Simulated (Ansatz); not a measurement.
**Run report: CH5AlO, molecular dynamics (part 4 of 4)**

The same run, continued: CH5AlO; RHF/def2-SVPD (Ansatz 0.2.0). It belongs to a series of runs on one base structure; here: dynamics from the highest image of the converged band.

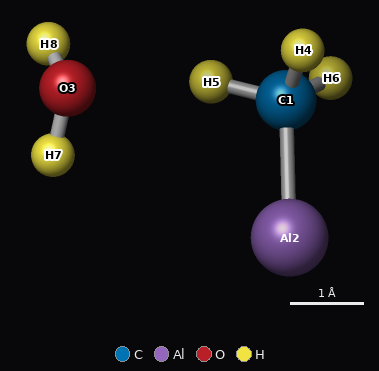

**Figure 1.** The geometry at step 166 of the log (ball-and-stick view, seen at a tilt; atoms are numbered from 1 in the order of the input).

Trajectory as extended XYZ, continued
```
8
Properties=species:S:1:pos:R:3:forces:R:3 step=128 time_fs=64.0 energy=-9724.25194 temperature=1710.2
C    -0.8169    0.9692    0.1034    0.1725  -0.8583   0.1214
Al    0.2189    0.0706   -1.4351   -0.3945   0.4487   0.2546
O     1.2389   -2.0126    1.0147    1.5475   4.7012   4.4889
H    -0.0588    1.3285    0.8176   -0.1516   0.1247  -0.0256
H    -1.2994    0.0993    0.6097    0.1100   0.3642  -0.1259
H    -1.6023    1.7309    0.0038    0.2984  -0.0816  -0.2447
H     1.1598   -2.5969    0.3798   -1.1982  -4.2200  -4.2186
H     0.4621   -1.8113    1.5010   -0.3841  -0.4790  -0.2501
8
Properties=species:S:1:pos:R:3:forces:R:3 step=132 time_fs=66.0 energy=-9724.25907 temperature=1713.6
C    -0.8036    0.9515    0.1026    0.9869  -1.2668  -0.4769
Al    0.2062    0.0931   -1.4565   -0.3081   0.3972   0.1736
O     1.2360   -2.0284    1.0524    4.0263   1.5666   0.2997
H    -0.0438    1.2889    0.7984    0.3197   0.3205   0.3696
H    -1.2223    0.0503    0.5665   -0.3441  -0.0262   0.1871
H    -1.5664    1.6955    0.0360   -0.6316   0.5789  -0.2623
H     1.2023   -2.6004    0.3470   -1.0761  -1.5242  -1.3875
H     0.5151   -1.8250    1.5471   -2.9728  -0.0459   1.0966
8
Properties=species:S:1:pos:R:3:forces:R:3 step=136 time_fs=68.0 energy=-9724.05828 temperature=1465.9
C    -0.7873    0.9300    0.1005    1.1408  -0.7645  -0.5725
Al    0.1932    0.1163   -1.4776   -0.1961   0.3216   0.0696
O     1.2417   -2.0398    1.0919    0.9554  -1.7221  -2.9579
H    -0.0182    1.2607    0.7919    0.2993   0.2767   0.3255
H    -1.1577    0.0010    0.5300   -0.6001  -0.1823   0.3537
H    -1.5516    1.6793    0.0584   -0.6285   0.3509  -0.1668
H     1.2025   -2.6682    0.2581   -0.8479   2.6060   3.9537
H     0.4753   -1.8459    1.6215   -0.1230  -0.8862  -1.0053
8
Properties=species:S:1:pos:R:3:forces:R:3 step=140 time_fs=70.0 energy=-9724.18221 temperature=1624.3
C    -0.7674    0.9061    0.0967    0.6279   0.0616  -0.0358
Al    0.1799    0.1399   -1.4987   -0.0742   0.2401  -0.0876
O     1.2499   -2.0547    1.1250   -1.3850  -0.9668  -1.1330
H     0.0174    1.2425    0.7967   -0.1681   0.0391  -0.0685
H    -1.1151   -0.0535    0.5062   -0.5312   0.1953   0.2695
H    -1.5584    1.6745    0.0746    0.1499  -0.5215  -0.0658
H     1.1708   -2.6491    0.3038   -0.5232   1.9592   3.1603
H     0.4261   -1.8977    1.6623    1.9038  -1.0070  -2.0391
8
Properties=species:S:1:pos:R:3:forces:R:3 step=143 time_fs=71.5 energy=-9724.40359 temperature=1898.8
C    -0.7511    0.8882    0.0936    0.2559   0.2759   0.3966
Al    0.1698    0.1578   -1.5146    0.0137   0.1755  -0.2266
O     1.2543   -2.0673    1.1480   -0.4636   1.9087   2.8034
H     0.0411    1.2304    0.7997   -0.4352  -0.1083  -0.2758
H    -1.0966   -0.0904    0.4954   -0.3686   0.5584   0.1553
H    -1.5617    1.6601    0.0847    0.5301  -0.8738  -0.0436
H     1.1327   -2.5874    0.4143   -0.6525  -1.5287  -1.8495
H     0.4309   -1.9611    1.6453    1.1202  -0.4078  -0.9597
8
Properties=species:S:1:pos:R:3:forces:R:3 step=147 time_fs=73.5 energy=-9724.24343 temperature=1701.2
C    -0.7287    0.8649    0.0907    0.0399  -0.0094   0.5790
Al    0.1564    0.1819   -1.5360    0.1193   0.0797  -0.4007
O     1.2603   -2.0797    1.1849    2.7755   2.3521   2.3034
H     0.0586    1.2107    0.7949   -0.3771  -0.1282  -0.1969
H    -1.0838   -0.1206    0.4860   -0.1667   0.6878   0.0940
H    -1.5495    1.6131    0.0967    0.3736  -0.5921  -0.0707
H     1.0574   -2.5671    0.4819   -0.3858  -2.8755  -4.3292
H     0.4600   -2.0560    1.6024   -2.3787   0.4858   2.0213
8
Properties=species:S:1:pos:R:3:forces:R:3 step=151 time_fs=75.5 energy=-9724.23493 temperature=1689.1
C    -0.7061    0.8415    0.0895    0.1367  -0.5496   0.2858
Al    0.1431    0.2061   -1.5580    0.2095  -0.0160  -0.5492
O     1.2710   -2.0874    1.2264   -1.8094  -2.4224  -3.4874
H     0.0629    1.1868    0.7836    0.0712   0.0420   0.2097
H    -1.0776   -0.1263    0.4807   -0.0716   0.2710   0.1872
H    -1.5248    1.5453    0.1058   -0.3612   0.2923  -0.1206
H     0.9762   -2.6364    0.4151    1.9904   1.8046   2.2756
H     0.4203   -2.1356    1.6221   -0.1654   0.5781   1.1989
8
Properties=species:S:1:pos:R:3:forces:R:3 step=155 time_fs=77.5 energy=-9723.99739 temperature=1390.4
C    -0.6831    0.8164    0.0892    0.0453  -0.5171   0.0361
Al    0.1302    0.2303   -1.5808    0.2829  -0.0896  -0.6838
O     1.2779   -2.1002    1.2606   -4.9430  -3.1194  -2.8474
H     0.0695    1.1644    0.7800    0.3787   0.1954   0.4882
H    -1.0744   -0.1223    0.4828   -0.0588  -0.3589   0.3429
H    -1.5126    1.4876    0.1104   -0.6681   0.8111  -0.1664
H     0.9641   -2.6502    0.4166    2.2270   2.3032   3.1164
H     0.3738   -2.1922    1.6872    2.7359   0.7753  -0.2861
8
Properties=species:S:1:pos:R:3:forces:R:3 step=158 time_fs=79.0 energy=-9724.33876 temperature=1819.0
C    -0.6657    0.7966    0.0892   -0.4121  -0.0079   0.2812
Al    0.1207    0.2484   -1.5985    0.3231  -0.1250  -0.7693
O     1.2758   -2.1145    1.2818   -3.4267  -1.3351  -0.2912
H     0.0829    1.1520    0.7885    0.2215   0.1563   0.3424
H    -1.0735   -0.1265    0.4925    0.0053  -0.5432   0.3512
H    -1.5190    1.4631    0.1098   -0.1615   0.5629  -0.1904
H     1.0095   -2.6053    0.4916    1.2018   0.5870   0.4949
H     0.3994   -2.2160    1.7329    2.2486   0.7051  -0.2188
8
Properties=species:S:1:pos:R:3:forces:R:3 step=162 time_fs=81.0 energy=-9724.18996 temperature=1640.4
C    -0.6439    0.7703    0.0901   -1.0653   0.4429   1.0179
Al    0.1085    0.2723   -1.6231    0.3463  -0.1504  -0.8193
O     1.2674   -2.1351    1.3112    2.4542   3.3348   4.8661
H     0.1065    1.1400    0.8097   -0.2479  -0.0281  -0.1271
H    -1.0712   -0.1488    0.5163    0.2363  -0.2053   0.1183
H    -1.5298    1.4470    0.1026    0.7017  -0.0140  -0.1776
H     1.1004   -2.5449    0.5759   -0.9381  -3.4032  -6.2649
H     0.4947   -2.2265    1.7928   -1.4872   0.0232   1.3866
8
Properties=species:S:1:pos:R:3:forces:R:3 step=166 time_fs=83.0 energy=-9724.40317 temperature=1901.5
C    -0.6254    0.7452    0.0943   -1.2182   0.2772   1.4306
Al    0.0968    0.2960   -1.6489    0.3276  -0.1548  -0.7355
O     1.2634   -2.1499    1.3484    2.3820   0.0605  -2.4297
H     0.1215    1.1272    0.8266   -0.4444  -0.1213  -0.3940
H    -1.0600   -0.1786    0.5444    0.4189   0.2546  -0.1765
H    -1.5160    1.4317    0.0888    0.8786  -0.2036  -0.1103
H     1.1680   -2.5790    0.4866   -0.3778   0.4344   1.5893
H     0.5434   -2.2359    1.8995   -1.9668  -0.5469   0.8261
8
Properties=species:S:1:pos:R:3:forces:R:3 step=170 time_fs=85.0 energy=-9724.04388 temperature=1449.7
C    -0.6107    0.7209    0.1028   -0.7328  -0.2150   1.0605
Al    0.0856    0.3195   -1.6757    0.2800  -0.1371  -0.5426
O     1.2646   -2.1638    1.3819   -0.4600  -1.2454  -2.3283
H     0.1210    1.1105    0.8299   -0.1427   0.0017  -0.2178
H    -1.0337   -0.2000    0.5664    0.3116   0.2904  -0.2518
H    -1.4711    1.4102    0.0708    0.2422   0.1169  -0.0340
H     1.2172   -2.6096    0.4338   -0.7114   1.5782   4.6164
H     0.5288   -2.2637    2.0287    1.2131  -0.3897  -2.3025
8
Properties=species:S:1:pos:R:3:forces:R:3 step=174 time_fs=87.0 energy=-9724.29649 temperature=1765.1
C    -0.5982    0.6960    0.1146    0.0221  -0.4809   0.1679
Al    0.0748    0.3428   -1.7033    0.2188  -0.1007  -0.3030
O     1.2653   -2.1803    1.4103   -0.3372   0.3176   1.0990
H     0.1158    1.0942    0.8256    0.3850   0.2303   0.1775
H    -0.9963   -0.2118    0.5797   -0.0731  -0.1283  -0.0493
H    -1.4177    1.3936    0.0514   -0.5922   0.5358   0.0139
H     1.2397   -2.5869    0.5414   -0.9672  -0.0464   1.3950
H     0.5504   -2.3068    2.0795    1.3438  -0.3274  -2.5010
8
Properties=species:S:1:pos:R:3:forces:R:3 step=177 time_fs=88.5 energy=-9724.18360 temperature=1626.1
C    -0.5889    0.6764    0.1240    0.3247  -0.1216  -0.3853
Al    0.0668    0.3602   -1.7243    0.1686  -0.0729  -0.1097
O     1.2655   -2.1922    1.4330    1.9802   3.8750   5.5159
H     0.1201    1.0870    0.8256    0.5446   0.2740   0.2731
H    -0.9693   -0.2228    0.5880   -0.3673  -0.4451   0.1452
H    -1.3900    1.3932    0.0371   -0.7059   0.4185   0.0785
H     1.2328   -2.5701    0.6585   -1.0428  -3.2706  -5.4047
H     0.5981   -2.3480    2.0574   -0.9021  -0.6572  -0.1130
8
Properties=species:S:1:pos:R:3:forces:R:3 step=181 time_fs=90.5 energy=-9724.40151 temperature=1898.6
C    -0.5758    0.6501    0.1355    0.2853   0.6713  -0.5334
Al    0.0565    0.3833   -1.7524    0.0960  -0.0492   0.1694
O     1.2704   -2.2006    1.4723    3.2955   1.8050  -1.4934
H     0.1426    1.0857    0.8335    0.2277   0.0238  -0.0373
H    -0.9455   -0.2516    0.6038   -0.4527  -0.3035   0.1487
H    -1.3744    1.4038    0.0214   -0.1906  -0.2881   0.2503
H     1.1909   -2.6429    0.6628   -0.3313  -0.6695  -0.7143
H     0.6204   -2.4283    2.0360   -2.9300  -1.1898   2.2100
8
Properties=species:S:1:pos:R:3:forces:R:3 step=185 time_fs=92.5 energy=-9724.18743 temperature=1631.4
C    -0.5617    0.6259    0.1453    0.1186   0.8616  -0.3321
Al    0.0463    0.4063   -1.7802    0.0261  -0.0487   0.4409
O     1.2815   -2.2049    1.5103   -2.1911  -3.1364  -2.7003
H     0.1735    1.0850    0.8398   -0.2126  -0.3045  -0.3864
H    -0.9380   -0.2903    0.6243   -0.2029   0.3442  -0.1231
H    -1.3665    1.4042    0.0151    0.2350  -0.7945   0.3945
H     1.1372   -2.7458    0.6269    0.7507   2.3082   3.6762
H     0.5562   -2.5439    2.0773    1.4762   0.7700  -0.9698
8
Properties=species:S:1:pos:R:3:forces:R:3 step=189 time_fs=94.5 energy=-9724.13360 temperature=1561.5
C    -0.5472    0.6042    0.1540    0.0704   0.4628  -0.4368
Al    0.0361    0.4292   -1.8074   -0.0322  -0.0681   0.6707
O     1.2884   -2.2161    1.5420   -3.7787  -3.8568  -0.8689
H     0.1975    1.0735    0.8326   -0.2656  -0.3799  -0.3487
H    -0.9383   -0.3169    0.6405    0.0530   0.6871  -0.2926
H    -1.3513    1.3761    0.0234    0.1375  -0.6448   0.3966
H     1.1102   -2.7695    0.7156    1.1088   1.9614   2.1428
H     0.5361   -2.6339    2.0924    2.7067   1.8382  -1.2630
8
Properties=species:S:1:pos:R:3:forces:R:3 step=192 time_fs=96.0 energy=-9724.24510 temperature=1695.1
C    -0.5362    0.5890    0.1596    0.1511   0.0495  -0.8433
Al    0.0284    0.4464   -1.8272   -0.0680  -0.0901   0.8111
O     1.2879   -2.2301    1.5644   -1.4807  -0.2414   2.5513
H     0.2091    1.0557    0.8185   -0.0087  -0.2317  -0.0685
H    -0.9379   -0.3208    0.6458    0.1207   0.4808  -0.2203
H    -1.3364    1.3388    0.0396   -0.2314  -0.1558   0.3077
H     1.1160   -2.7402    0.8349    0.5027  -1.0364  -3.0887
H     0.5846   -2.6586    2.0741    1.0144   1.2252   0.5507
8
Properties=species:S:1:pos:R:3:forces:R:3 step=196 time_fs=98.0 energy=-9724.05433 temperature=1459.7
C    -0.5210    0.5689    0.1644    0.2607  -0.1360  -1.5626
Al    0.0181    0.4691   -1.8526   -0.1132  -0.1189   0.9713
O     1.2853   -2.2483    1.5995    2.6290   3.0499   0.7949
H     0.2258    1.0251    0.7988    0.4003   0.0442   0.3288
H    -0.9336   -0.3124    0.6466    0.0605  -0.2501   0.0756
H    -1.3257    1.2861    0.0711   -0.6443   0.5089   0.1712
H     1.1385   -2.7436    0.8788    0.3231  -1.8451  -4.5031
H     0.6662   -2.6614    2.0815   -2.9162  -1.2529   3.7240
8
Properties=species:S:1:pos:R:3:forces:R:3 step=200 time_fs=100.0 energy=-9724.25398 temperature=1711.4
C    -0.5051    0.5485    0.1644    0.0047   0.3532  -1.7713
Al    0.0077    0.4917   -1.8766   -0.1586  -0.1414   1.1101
O     1.2872   -2.2611    1.6364   -0.7608  -2.3791  -2.9825
H     0.2562    0.9953    0.7902    0.3226   0.0691   0.2993
H    -0.9268   -0.3129    0.6499    0.0794  -0.7400   0.2250
H    -1.3372    1.2506    0.1093   -0.2860   0.5094   0.1169
H     1.1742   -2.8021    0.7800    0.6201   2.0329   2.8148
H     0.6651   -2.6952    2.2051    0.1786   0.2960   0.1877
```

This output came from the following input.

Input file
```yaml
crystal:
  periodic: [false, false, false]
  atoms:
    - { symbol: C, position_ang: [-0.853072, 1.069816, -0.101105] }
    - { symbol: Al, position_ang: [0.366223, -0.292479, -0.841078] }
    - { symbol: O, position_ang: [0.956932, -1.602925, 0.340677] }
    - { symbol: H, position_ang: [-0.353904, 1.643477, 0.68922] }
    - { symbol: H, position_ang: [-1.729003, 0.5935, 0.35433] }
    - { symbol: H, position_ang: [-1.21277, 1.783227, -0.84731] }
    - { symbol: H, position_ang: [1.520634, -1.566109, -0.830469] }
    - { symbol: H, position_ang: [1.397159, -1.685707, 1.179935] }
basis:
  gaussian: { orbitals: def2-SVPD }
hamiltonian:
  xc: hf
md:
  timestep: 0.5
  n_steps: 200
  ensemble: nve
  temperature: 100.0
  initial_velocities: maxwell_boltzmann
  seed: 5828
```

Launched with:
```bash
ansatz run input.yaml --threads 2 --pin off --max-ram 3072MiB --backend cpu --events-out ev --progress --plain --runs-dir out
```

Key numbers

```csv
quantity,value
outcome,finished
mean temperature over the second half,1662 K
trajectory,"200 steps, 100 fs"
ensemble,nve
temperature in the input,100.0 K
time step,0.5 fs
potential energy (last step),−9724.2540 eV
mean-field energy (last step),−9724.2540 eV
largest force (length of the vector) (last step),3.890 eV/Å
hardware,"2 threads of Arm Neoverse V1, 24 GiB of memory available, shared host"
wall time,3.1 min (CPU time 5.8 min)
peak memory,0.19 GiB
```

Notes

So short a trajectory is not equilibrated.
